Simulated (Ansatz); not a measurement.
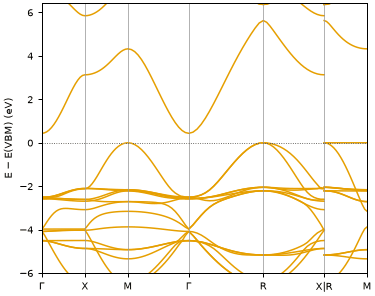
Fig. 1. Band structure from plane-wave PAW PBEsol (Ansatz code)

Q: Read off the gap and where the band edges lie.

A: About 0.4 eV (0.44 eV by a search for the band edges); maximum on the R–M line, 42 % of the way from R, minimum at Γ.

The material is RbHgF3 (cubic perovskite, Pm-3m).

The first step of the workflow began from a Materials Project structure, measured or hypothetical; the Crystallography Open Database files this formula in space group No. 221, but the cells were not matched. Its standing as an ambient phase is unchecked. The PBEsol relaxation kept the symmetry of its start; its stability against distortions is not shown here. Spin–orbit coupling is left out wherever it is not named.

Potentials: the later of the program's two PAW sets.
